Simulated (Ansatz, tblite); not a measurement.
**Redistribution: C4H9F + HOCN → C3H7FO + C2H3N**

Species: C4H9F `CC(C)CF`, singlet; HOCN (cyanic acid) `N#CO`, singlet; C3H7FO `CC(O)CF`, singlet; C2H3N (acetonitrile) `CC#N`, singlet. The partners trade CH3 for OH; both sit on C, so the bond types are kept.

Shapes, held fixed at every level: PBE0-D4/def2-TZVP. Flexible molecules stand in one conformer, not always the lowest. Programs: Ansatz 0.2.0, tblite 0.8.0. Electronic energies: no zero-point or thermal term.

```json
{"level": "GFN1-xTB", "kind": "semi-empirical", "ΔE (kJ/mol)": "+11.3", "less CCSD(T)/CBS estimate": "+62.0", "CPU time (sum over the molecules)": "2.4 s"}
{"level": "PBE-D4/def2-TZVPP", "kind": "GGA", "ΔE (kJ/mol)": "-39.7", "less CCSD(T)/CBS estimate": "+11.0", "CPU time (sum over the molecules)": "23 s"}
{"level": "PBE0-D4/def2-TZVPP", "kind": "global hybrid", "ΔE (kJ/mol)": "-42.3", "less CCSD(T)/CBS estimate": "+8.4", "CPU time (sum over the molecules)": "25 s"}
{"level": "wB97M-V/def2-TZVPP", "kind": "range-separated hybrid", "ΔE (kJ/mol)": "-49.0", "less CCSD(T)/CBS estimate": "+1.7", "CPU time (sum over the molecules)": "79 s"}
{"level": "wB97X-V/def2-TZVPP", "kind": "range-separated hybrid", "ΔE (kJ/mol)": "-48.4", "less CCSD(T)/CBS estimate": "+2.3", "CPU time (sum over the molecules)": "62 s"}
{"level": "B2PLYP/def2-TZVPP", "kind": "double hybrid", "ΔE (kJ/mol)": "-49.6", "less CCSD(T)/CBS estimate": "+1.1", "CPU time (sum over the molecules)": "47 s"}
{"level": "CCSD(T)/def2-TZVPP", "kind": "coupled cluster or CI", "ΔE (kJ/mol)": "-48.3", "less CCSD(T)/CBS estimate": "+2.4", "CPU time (sum over the molecules)": "18 min"}
{"level": "CCSD/def2-TZVPP", "kind": "coupled cluster or CI", "ΔE (kJ/mol)": "-50.1", "less CCSD(T)/CBS estimate": "+0.6", "CPU time (sum over the molecules)": "–"}
{"level": "CCSD(T)/CBS estimate", "kind": "coupled cluster or CI", "ΔE (kJ/mol)": "-50.7", "less CCSD(T)/CBS estimate": "0.0", "CPU time (sum over the molecules)": "23 min"}
```

The highest level, CCSD(T)/CBS estimate, gives ΔE = -50.7 kJ/mol; the levels span -50.7 to +11.3. They disagree on the sign: 1 of 9 are positive. GFN1-xTB strays far from the other rows. The column of differences is taken from that level and isn't an error. No measured value is set beside it here. The CBS estimate extrapolates MP2 from def2-TZVPP and def2-QZVPP and adds CCSD(T) − MP2 in the triple-zeta set, cores frozen. Times are processor times on shared x86 and Arm servers, and rough.

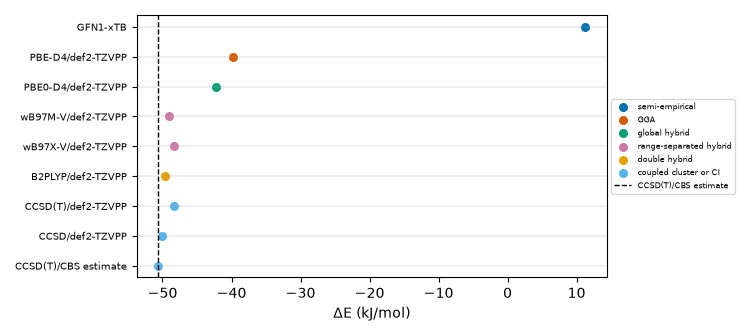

The values of the table, level by level.
